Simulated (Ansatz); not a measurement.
## Electronic structure of C2H9AlSi in real space

Input file:

```
crystal:
  periodic: [false, false, false]
  atoms:
    - {symbol: C, position_ang: [-0.638053, -0.560527, 2.106995]}
    - {symbol: C, position_ang: [1.240466, -1.542667, -0.564402]}
    - {symbol: Al, position_ang: [0.341326, -0.141713, 0.468557]}
    - {symbol: Si, position_ang: [0.115074, -2.462918, -1.750637]}
    - {symbol: H, position_ang: [-0.614827, -1.628425, 2.379116]}
    - {symbol: H, position_ang: [-0.244395, 0.010795, 2.966994]}
    - {symbol: H, position_ang: [-1.699152, -0.264790, 2.017677]}
    - {symbol: H, position_ang: [0.394450, 1.359111, -0.066740]}
    - {symbol: H, position_ang: [1.670230, -2.295276, 0.123675]}
    - {symbol: H, position_ang: [2.070776, -1.112993, -1.154525]}
    - {symbol: H, position_ang: [-0.502748, -1.516609, -2.734124]}
    - {symbol: H, position_ang: [-1.004548, -3.120861, -1.003214]}
    - {symbol: H, position_ang: [0.827409, -3.524719, -2.529193]}
basis:
  gaussian:
    orbitals: def2-TZVPD
hamiltonian:
  xc: {name: PBE0}
output: {forces: true, orbitals: {seedname: orbitals}}
```

Launched as:

```sh
ansatz run input.yaml --threads 2 --pin off --max-ram 4350MiB --events-out events.jsonl --progress --plain --runs-dir runs
```

Geometry: r2SCAN-D4/def2-SVP.

Level of theory: isolated molecule in a Gaussian basis; Kohn-Sham density functional theory, functional PBE0 (Ansatz).

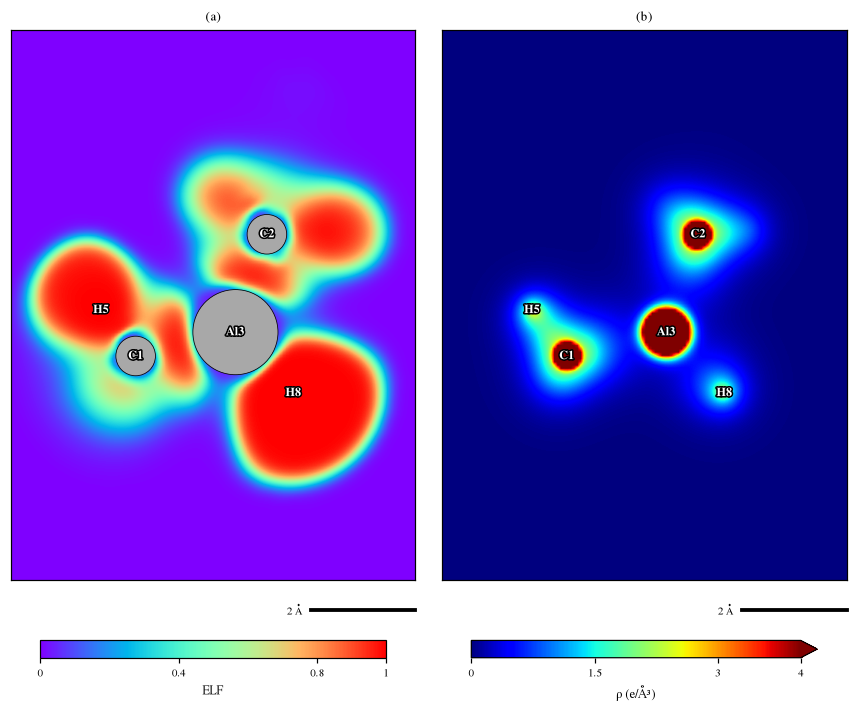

Figure 1. (a) electron localisation function; (b) electron density on the plane of atoms Al3, C1 and H5. Grey discs cover the atomic cores in the ELF map.

**What do the fields say about this system?**

The plane passes through C, Al and H nuclei. C–Al (1.95 Å): ρ is about 0.72 e/Å³ halfway; the ELF peaks at about 0.95 between the atoms; a polar covalent bond. C–H (1.10 Å): ρ at the midpoint is about 1.9 e/Å³; the ELF climbs to about 1 towards the hydrogen, as it does in any bond to H (a covalent bond by its length). Al–H (1.59 Å): the density is about 0.55 e/Å³ at the midpoint; the ELF climbs to about 1 towards the hydrogen.

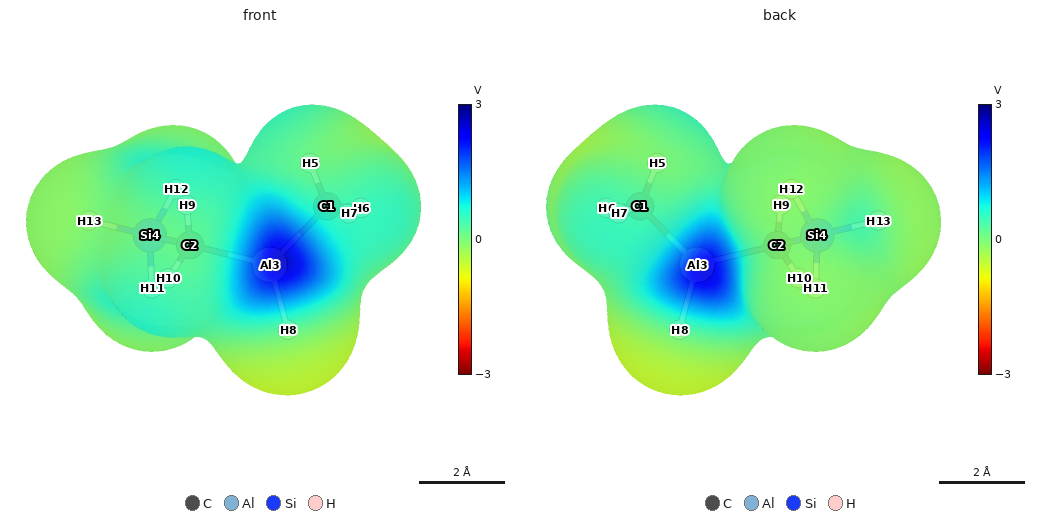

Figure 2. The electrostatic potential painted on the density surface at 0.001 e/bohr³, seen from the front and from behind; the colour scale runs from red (negative) to blue (positive).

**Where is the surface potential most negative and most positive?**

The most negative region (about −0.6 V) lies over H8, the most positive (about +2.4 V) over Al3.

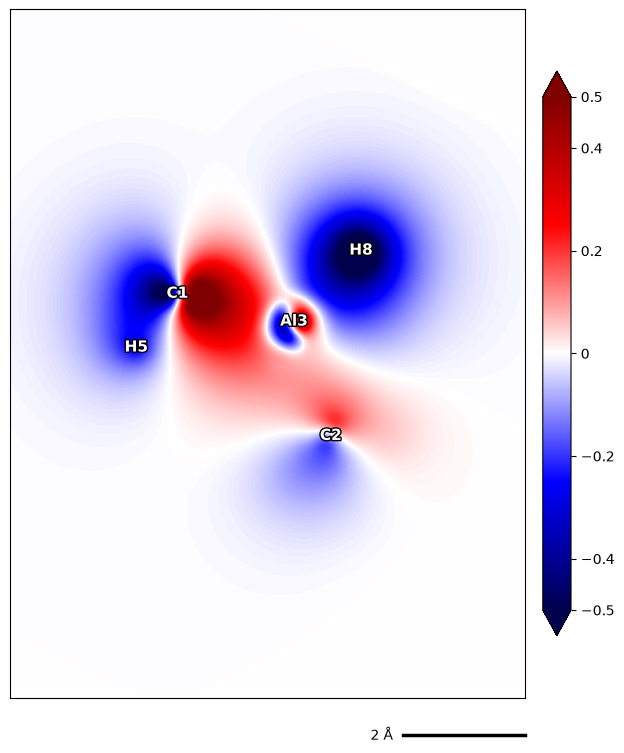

Figure 3. The HOMO−1 on the plane of atoms C1, Al3 and C2 (values in Å⁻³ᐟ²; the overall sign is arbitrary).

**Where does this orbital lie, and at what energy?**

Its weight (Hirshfeld) is mainly on H8 (about 30 %), C1 (about 25 %) and Al3 (about 25 %). Its energy is −8.05 eV.

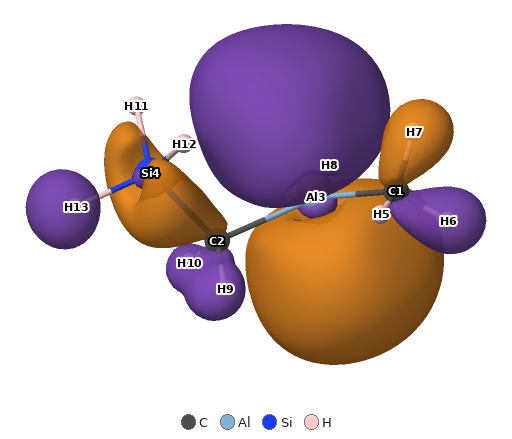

Figure 4. The LUMO at ±0.06 Å⁻³ᐟ² (orange and purple are the two phases), seen from one side.

**Describe this orbital and give its energy.**

By Hirshfeld shares it lies mainly on Al3 (about 65 %) and Si4 (about 10 %). Its energy is −1.09 eV.
